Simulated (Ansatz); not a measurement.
**GeH2O···H2O: density, localisation and related maps**

Input file:

```
crystal:
  periodic: [false, false, false]
  atoms:
    - { symbol: Ge, position_ang: [-0.855197, 0.252468, 0.312769] }
    - { symbol: H, position_ang: [1.5156, -0.225072, 1.630862] }
    - { symbol: O, position_ang: [2.04749, 0.021924, 0.834697] }
    - { symbol: H, position_ang: [2.079437, -0.801572, 0.310706] }
    - { symbol: H, position_ang: [-0.582472, 1.101034, -1.024089] }
    - { symbol: O, position_ang: [-0.886191, -1.335546, -0.601848] }
    - { symbol: H, position_ang: [-1.126167, -2.054836, 0.009103] }
basis:
  gaussian: { orbitals: def2-TZVP }
hamiltonian:
  xc: pbe
  dispersion: d4
relax:
  f_tol: 0.03
  max_steps: 50
output:
  orbitals: {}
```

Run with:

```sh
ansatz run input.yaml --threads 4 --pin off --max-ram 5120MiB --backend cpu --events-out ev --progress --plain --runs-dir out
```

The fields are those of the run's last geometry, not of the input's.

All numbers below come from RKS PBE-D4/def2-TZVP (Ansatz 0.2.0).

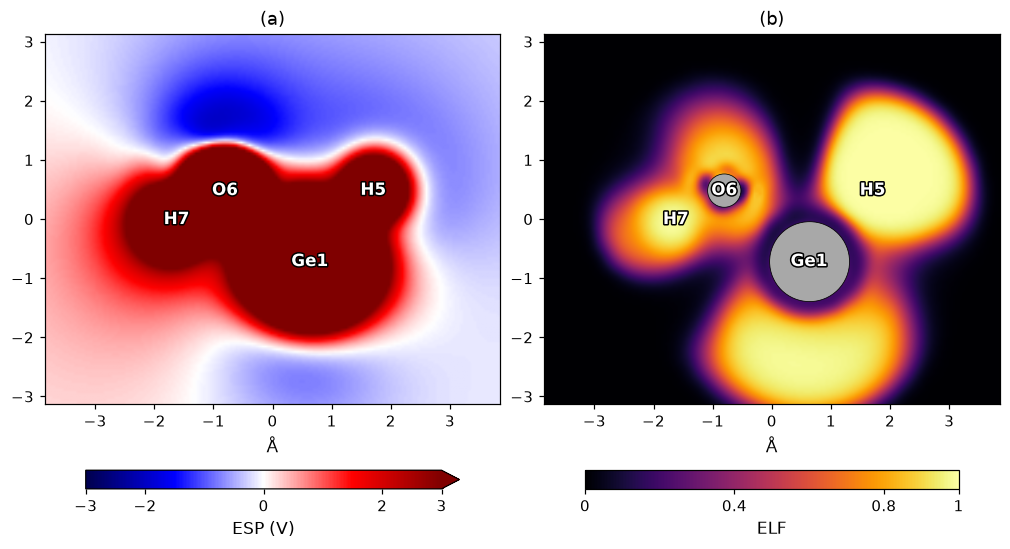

Figure 1. (a) electrostatic potential; (b) electron localisation function on the plane of atoms H5, Ge1 and O6. Grey discs cover the atomic cores in the ELF map.

Q: Describe what can be read from this map.

A: The plane passes through Ge, H and O nuclei.
Ge–O (1.88 Å): the ELF peaks at about 0.85 in the valence shell of O, 0.6 Å from its nucleus, and is about 0.35 at the midpoint.
O–H (0.97 Å): the ELF climbs to about 1 towards the hydrogen, as it does in any bond to H: an ordinary covalent bond to hydrogen.
Ge–H (1.61 Å): the ELF climbs to about 1 towards the hydrogen.
The ELF also peaks beside O6, away from the bonds: lone-pair regions.
Outside the dense part of the complex the potential is most negative (−2.0 V) near O6.

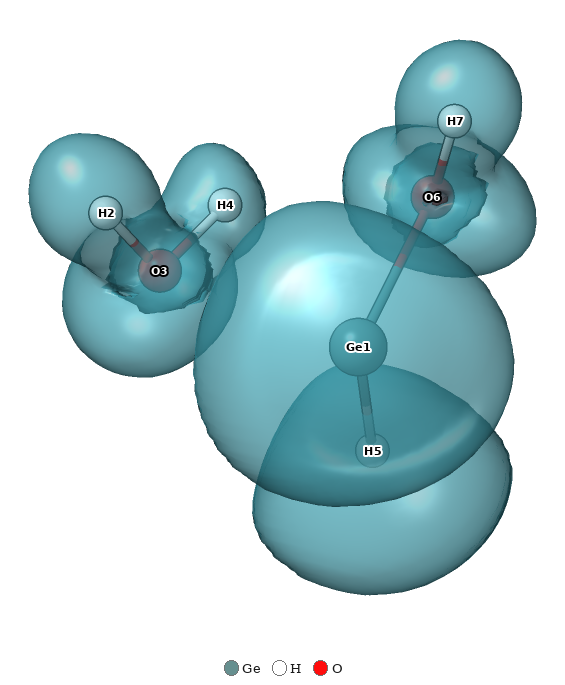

Figure 2. Isosurface of the electron localisation function at 0.75 (cyan), seen across its widest extent. Core shells and regions of very low density are left out.

Q: Where are the electrons localised?

A: At this value the surface marks out one region around a hydrogen nucleus, one lobe on Ge, pointing away from the bonds (lone pairs) and two joined regions spread over several atoms (H, O), in which their bonds and any lone pairs are merged. Profiles from the grid: Ge1···O3 (2.31 Å): the ELF peaks at about 0.90 in the valence shell of O, 0.6 Å from its nucleus, and is about 0.25 at the midpoint.

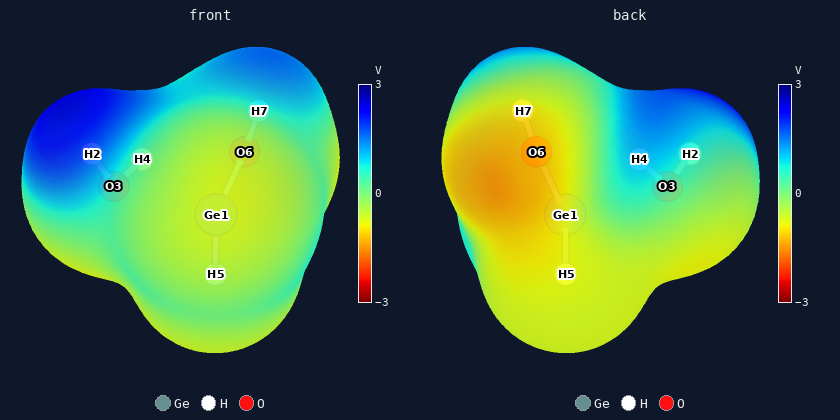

Figure 3. The molecular electrostatic potential painted on the density surface at 0.001 e/bohr³, seen from the front and from behind; red is negative and blue positive.

Q: Where is the surface potential most negative and most positive?

A: The most negative region (about −1.5 V) lies over O6, the most positive (about +2.5 V) over H2. O6 is the likeliest acceptor of a hydrogen bond.
